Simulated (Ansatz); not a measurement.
Pulling on the Pb1–F3 bond in FHPb (SMILES [F][PbH]) (multiplicity 1 held, fragments rigid). Energies count from the point at 2.069 Å.
Geometry at that point (charge 0, multiplicity 1):
```tsv
atom	x (Å)	y (Å)	z (Å)
Pb	-0.0639	-0.1197	0.1499
H	-1.0398	-1.0734	-1.1273
F	0.6977	1.2100	-1.2402
```

R- and RO- levels are restricted; in cc, def2 and unpolarised 6-31G sets they are followed outwards from rest. U- levels take the lowest unrestricted solution at each point, which mixes spins at long bonds. Levels need not reach the same state.

Correlated levels freeze the cores. Filled d and f shells under p-block atoms count as core.

Programs: Ansatz (Gaussian orbitals).  In def2 rows elements past Kr take small-core potentials, without spin–orbit coupling.

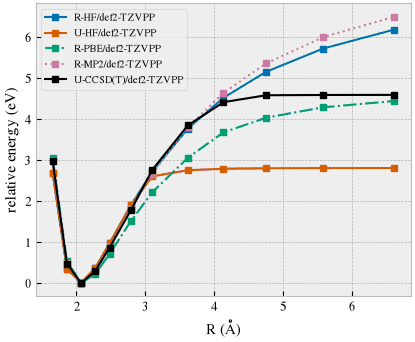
Fig. 1. Relative energy along the coordinate

Read off the U-HF/def2-TZVPP curve at R = 5.586.

about 2.8 eV

Doubts at one or more of the structures used: a restricted determinant that unrestricted orbitals would lower (R-HF/def2-TZVPP, R-PBE/def2-TZVPP, R-MP2/def2-TZVPP); a spin-contaminated determinant (U-HF/def2-TZVPP, U-CCSD(T)/def2-TZVPP); T1 above 0.05 (U-CCSD(T)/def2-TZVPP); the program's own flag: other amplitudes (U-CCSD(T)/def2-TZVPP).

Ansatz is a first-principles code.
